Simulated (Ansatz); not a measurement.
# Ge(NH2)H3 (GeNH5): one molecule under many settings, part 2 of 2

Ansatz 0.2.0, Gaussian basis; the settings change from run to run. The steps go on from the part before.

## 11. B97M-V/def2-mTZVP

Options: unrestricted orbitals, finite nuclei.

File in.yaml:

```yaml
crystal:
  periodic: [false, false, false]
  atoms:
    - {symbol: Ge, position_ang: [0.010748, 0.020134, -0.696073]}
    - {symbol: N, position_ang: [0.129008, 0.240302, 1.134368]}
    - {symbol: H, position_ang: [0.661036, -0.496367, 1.583633]}
    - {symbol: H, position_ang: [-0.778468, 0.276939, 1.584458]}
    - {symbol: H, position_ang: [1.447487, 0.012517, -1.229141]}
    - {symbol: H, position_ang: [-0.770624, 1.224023, -1.233233]}
    - {symbol: H, position_ang: [-0.699177, -1.277546, -1.144013]}
basis:
  gaussian: {orbitals: def2-mTZVP, nuclear_model: gaussian}
magnetization: {spin_polarized: true, initial_magnetization: 0}
hamiltonian: {xc: {name: B97M-V}}
output: {forces: true}
```

Launch:

```console
$ ansatz run in.yaml --threads 2 --pin off --events-out ev --progress --plain --max-ram 4352MiB
```

The log of the run:

```text
Functional definition: B97M-V
  name "B97M-V"
  cite "Mardirossian & Head-Gordon, J. Chem. Phys. 142, 074111 (2015) doi:10.1063/1.4907719"
  cite "Becke, J. Chem. Phys. 107, 8554 (1997) doi:10.1063/1.475007"
  cite "Vydrov & Van Voorhis, J. Chem. Phys. 133, 244103 (2010) doi:10.1063/1.3521275"
  # Of w^i u^j: cxij and so on, Table III.
  parameter cx00 = 1.000
  parameter cx01 = 1.308
  parameter cx02 = 1.901
  parameter cx10 = 0.416
  parameter cx11 = 3.070
  parameter css00 = 1.000
  parameter css02 = -1.855
  parameter css10 = -5.668
  parameter css32 = -20.497
  parameter css42 = -20.364
  parameter cos00 = 1.000
  parameter cos01 = 1.573
  parameter cos03 = -6.298
  parameter cos10 = 2.535
  parameter cos32 = -6.427
  parameter b = 6.0
  parameter c = 0.01
  gx(w, u) = cx00 + cx01*u + cx02*u^2 + (cx10 + cx11*u)*w
  gss(w, u) = css00 + css02*u^2 + css10*w + (css32*w^3 + css42*w^4)*u^2
  gos(w, u) = cos00 + cos01*u + cos03*u^3 + cos10*w + cos32*w^3*u^2
  exchange = spin_sum(e_x_unif_s*gx(b97_w, b97_u_x))
  correlation = spin_sum(e_c_pw_mod_same_spin*gss(b97_w, b97_u_same))
      + integral(e_c_pw_mod_opposite_spin*gos(b97_w_opposite, b97_u_opposite)) + vv10(b, c)
701 factors; their error is unknown
mean field evaluation 1: about -58071.8325 eV, gradient 4.4e1 eV
mean field evaluation 2: about -58048.1606 eV, gradient 7.6e1 eV
mean field evaluation 4: about -58078.9800 eV, gradient 2.1e0 eV
mean field evaluation 8: about -58079.0028 eV, gradient 3.2e-2 eV
mean field evaluation 16: about -58078.9816 eV, gradient 2.5e-5 eV
mean field -58078.98157172 eV, -2134.3632054130 hartree, gradient 2.5e-5 eV, S^2 0.000000; 0 other end points of the search recorded, 0 dependent functions left out
the calculation of the forces begins
reference -58078.98162177 eV, -2134.3632072524 hartree; 22, 22 occupied and 48, 48 virtual orbitals, 701 factors
Total energy: -58078.98162177 eV, -2134.3632072524 hartree
Atom 0 at     0.010748     0.020134    -0.696073 Å, force     0.002739     0.010449     0.152657 eV/Å
Atom 1 at     0.129008     0.240302     1.134368 Å, force     0.007766     0.007625     0.012196 eV/Å
Atom 2 at     0.661036    -0.496367     1.583633 Å, force    -0.118530     0.067065    -0.003279 eV/Å
Atom 3 at    -0.778468     0.276939     1.584458 Å, force     0.118726    -0.060553    -0.002809 eV/Å
Atom 4 at     1.447487     0.012517    -1.229141 Å, force     0.088961    -0.010271    -0.046850 eV/Å
Atom 5 at    -0.770624     1.224023    -1.233233 Å, force    -0.055756     0.071600    -0.045968 eV/Å
Atom 6 at    -0.699177    -1.277546    -1.144013 Å, force    -0.043905    -0.085915    -0.065947 eV/Å
Dipole moment:    -0.118772    -0.221781     0.106506 e Å
```

Wall time 5.5 s (2 threads of Intel Xeon at 2.50GHz, shared host).

Largest force 0.153 eV/Å, dipole 1.31 D, ⟨S²⟩ 0.000.

## 12. wB97X-V/6-31G

Options: charge -1, multiplicity 2, density fitting with cc-pVTZ-jkfit.

in.yaml: that of step 11 with these lines changed.

```diff
@@ -11,5 +11,6 @@
 basis:
-  gaussian: {orbitals: def2-mTZVP, nuclear_model: gaussian}
-magnetization: {spin_polarized: true, initial_magnetization: 0}
-hamiltonian: {xc: {name: B97M-V}}
+  gaussian: {orbitals: 6-31G, fitting: {mean_field: cc-pVTZ-jkfit}}
+total_charge: -1
+magnetization: {spin_polarized: true, initial_magnetization: 1}
+hamiltonian: {xc: {name: wB97X-V}}
 output: {forces: true}
```

The command is unchanged.

The log of the run, shortened:

```text
Functional definition: wB97X-V
  name "wB97X-V"
  cite "Mardirossian & Head-Gordon, Phys. Chem. Chem. Phys. 16, 9904 (2014) doi:10.1039/C3CP54374A"
  cite "Becke, J. Chem. Phys. 107, 8554 (1997) doi:10.1063/1.475007"
  cite "Vydrov & Van Voorhis, J. Chem. Phys. 133, 244103 (2010) doi:10.1063/1.3521275"
[...]
      + integral(e_c_pw_opposite_spin*poly(b97_u_opposite, cos0, cos1)) + vv10(b, c)
436 factors; integrals over basis functions are off by at most 2.6e-2 eV
436 factors; integrals over basis functions are off by at most 1.2e-6 eV
[...]
mean field -58070.99277584 eV, -2134.0696225794 hartree, gradient 1.7e-5 eV, S^2 0.752541; 0 other end points of the search recorded, 0 dependent functions left out
[...]
reference -58070.99277730 eV, -2134.0696226331 hartree; 23, 22 occupied and 25, 26 virtual orbitals, 436 factors
Total energy: -58070.99277730 eV, -2134.0696226331 hartree
Atom 0 at     0.010748     0.020134    -0.696073 Å, force    -0.318578    -0.566826    -1.128828 eV/Å
Atom 1 at     0.129008     0.240302     1.134368 Å, force     0.440296     0.804215     0.928538 eV/Å
Atom 2 at     0.661036    -0.496367     1.583633 Å, force     0.640361    -0.525735     0.259355 eV/Å
Atom 3 at    -0.778468     0.276939     1.584458 Å, force    -0.791321     0.244627     0.256708 eV/Å
Atom 4 at     1.447487     0.012517    -1.229141 Å, force     0.347333    -0.040407     0.066428 eV/Å
Atom 5 at    -0.770624     1.224023    -1.233233 Å, force    -0.219908     0.271379     0.063640 eV/Å
Atom 6 at    -0.699177    -1.277546    -1.144013 Å, force    -0.098183    -0.187253    -0.445842 eV/Å
Dipole moment:    -0.075809    -0.143326     0.148681 e Å
```

Wall time 5.5 s (2 threads of Intel Xeon at 2.50GHz, shared host).

Largest force 1.305 eV/Å, ⟨S²⟩ 0.753.

## 13. HF/def2-TZVP

in.yaml: that of step 12 with these lines changed.

```diff
@@ -11,6 +11,5 @@
 basis:
-  gaussian: {orbitals: 6-31G, fitting: {mean_field: cc-pVTZ-jkfit}}
-total_charge: -1
-magnetization: {spin_polarized: true, initial_magnetization: 1}
-hamiltonian: {xc: {name: wB97X-V}}
+  gaussian: {orbitals: def2-TZVP}
+hamiltonian: {xc: {name: HF}}
+scf: {omitted_lower_state_checks: [starts]}
 output: {forces: true}
```

Launched as before.

The log of the run, shortened:

```text
Functional definition: HF
  name "HF"
  cite "Fock, Z. Phys. 61, 126 (1930) doi:10.1007/BF01340294"
  parent pbe
[...]
867 factors; their error is unknown
[...]
mean field -58035.09960510 eV, -2132.7505728842 hartree, gradient 1.4e-5 eV, S^2 0.000000; 0 other end points of the search recorded, 0 dependent functions left out
[...]
reference -58035.09960510 eV, -2132.7505728842 hartree; 22, 22 occupied and 87, 87 virtual orbitals, 867 factors
Total energy: -58035.09960510 eV, -2132.7505728842 hartree
Atom 0 at     0.010748     0.020134    -0.696073 Å, force     0.070640     0.137100     0.177513 eV/Å
Atom 1 at     0.129008     0.240302     1.134368 Å, force    -0.387693    -0.727279     0.290972 eV/Å
Atom 2 at     0.661036    -0.496367     1.583633 Å, force    -0.326036     0.546657    -0.209922 eV/Å
Atom 3 at    -0.778468     0.276939     1.584458 Å, force     0.632950     0.031421    -0.209850 eV/Å
Atom 4 at     1.447487     0.012517    -1.229141 Å, force     0.023114    -0.022470    -0.053623 eV/Å
Atom 5 at    -0.770624     1.224023    -1.233233 Å, force    -0.030020     0.009850    -0.052122 eV/Å
Atom 6 at    -0.699177    -1.277546    -1.144013 Å, force     0.017046     0.024721     0.057032 eV/Å
Dipole moment:    -0.122019    -0.227657     0.062097 e Å
Checks for a lower state left out: starts
```

It took 1.5 s on 2 threads of Intel Xeon at 2.50GHz, shared host.

Largest force 0.874 eV/Å, dipole 1.28 D.

## 14. The runs in one table

```csv
level,charge,multiplicity,geometry,functions,energy (eV),time
B97/STO-3G,0,3,relaxed,28,-57864.837,2.9 s
PBE0/aug-cc-pVDZ,0,1,relaxed,104,-58080.150,4.2 s
wPBEh/6-31G*,0,1,relaxed,60,-58072.703,1.2 s
B2GP-PLYP/def2-mTZVPP,0,1,"relaxed, point charge",85,-58074.183,5.5 s
wPBEh/def2-TZVP,0,1,relaxed,109,-58081.363,3.6 s
HSE06/def2-TZVP,0,1,shaken,109,-58081.227,3.1 s
r2SCAN50/6-31G*,0,1,"relaxed, point charge",60,-58079.333,2.6 s
BHLYP/def2-mTZVPP,0,3,relaxed,85,-58082.691,3.7 s
wB97/def2-mTZVP,0,1,shaken,70,-58093.447,3.3 s
B97M-V/def2-mTZVP,0,1,relaxed,70,-58078.982,5.5 s
wB97X-V/6-31G,-1,2,relaxed,48,-58070.993,5.5 s
HF/def2-TZVP,0,1,relaxed,109,-58035.100,1.5 s
```

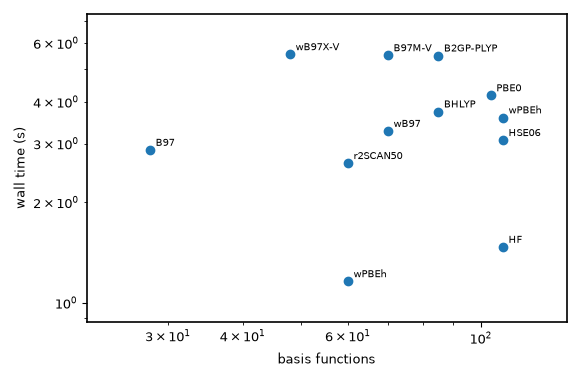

Wall time against the number of basis functions (shared host).

## 15. Summary of results

What follows sums up all 2 parts.

```
                                         quantity                 value
                                             runs                    12
                                         quickest   wPBEh/6-31G*, 1.2 s
                                          slowest  wB97X-V/6-31G, 5.5 s
spread of total energies, same state and geometry               46.3 eV
                  dipole, same state and geometry        1.11 to 1.31 D
```

What this shows: wB97X-V/6-31G took 5 times as long as wPBEh/6-31G*. The jobs differ in tasks and options as well as level. Total energies at one charge and spin differ by 46 eV between levels, so only differences within one level mean anything. At the r2SCAN-D4/def2-TZVP geometry and in the same state, runs without warnings or point charges leave forces up to 0.87 eV/Å (HF/def2-TZVP), against 6.3 eV/Å where the atoms were moved. At that geometry and state the dipole changes by 18 % between the lowest and highest value.
